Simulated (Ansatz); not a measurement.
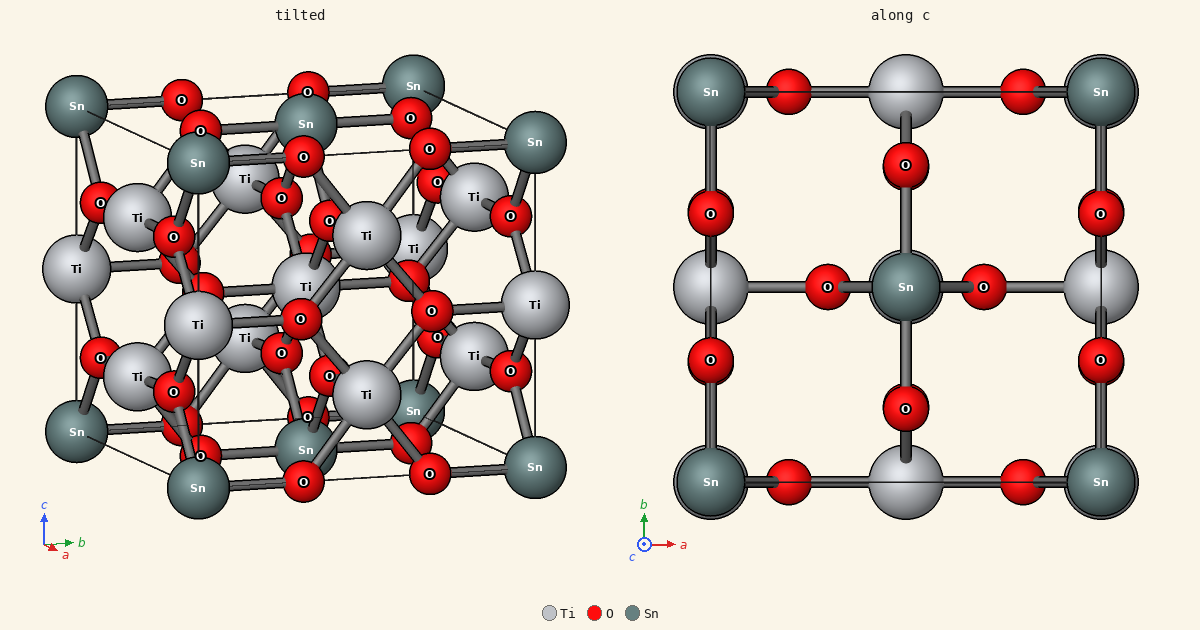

Crystal structure, ball-and-stick style, seen slightly off an axis and along the c axis. Thin lines show the conventional unit cell, with boundary atoms drawn in all their periodic places.

Ti3SnO8, space group Cmmm (No. 65), a = 6.559 Å, b = 6.560 Å, c = 6.039 Å, α = 90.00°, β = 90.00°, γ = 90.00°. The structure comes from a structure type filled with these elements by a generator (whether the compound takes this form wasn't checked). Earlier steps of the study may have refined or changed the cell and positions. A calculation with Ansatz used it as input.

This one geometry was computed with Ansatz (DFT, plane waves, PAW) at five levels of theory: PBE with spin-orbit coupling, PBE0, r2SCAN, HSE06 and PBE. It was relaxed beforehand with r2SCAN.

**Which level gives the highest pressure at this volume, and what does that say about its equilibrium volume?**

Highest: PBE with spin-orbit coupling (6.0 GPa) and PBE (6.0 GPa), which points to the largest equilibrium volume. Lowest, with the smallest volume: PBE0 (-2.6 GPa) and HSE06 (-2.5 GPa). Levels within 0.5 GPa of each other can't be told apart.

**How does the band gap change with the level of theory?**

PBE: a gap of 1.76 eV, direct; PBE with spin-orbit coupling: a gap of 1.77 eV, direct; r2SCAN: a gap of 2.18 eV, direct; HSE06: a gap of 3.36 eV, direct; PBE0: a gap of 4.12 eV, direct.

**Collect the results in a table.**

| level | cutoff (eV) | k-mesh of the run's cell | gap (eV) | pressure (GPa) |
| --- | --- | --- | --- | --- |
| PBE with spin-orbit coupling | 420 | 6×6×4 | 1.77 | 6.0 |
| PBE0 | 420 | 4×4×4 | 4.12 | -2.6 |
| r2SCAN | 500 | 6×6×4 | 2.18 | 0.0 |
| HSE06 | 420 | 4×4×4 | 3.36 | -2.5 |
| PBE | 420 | 6×6×4 | 1.76 | 6.0 |

Gaps are taken on the k-mesh or band path of each run.
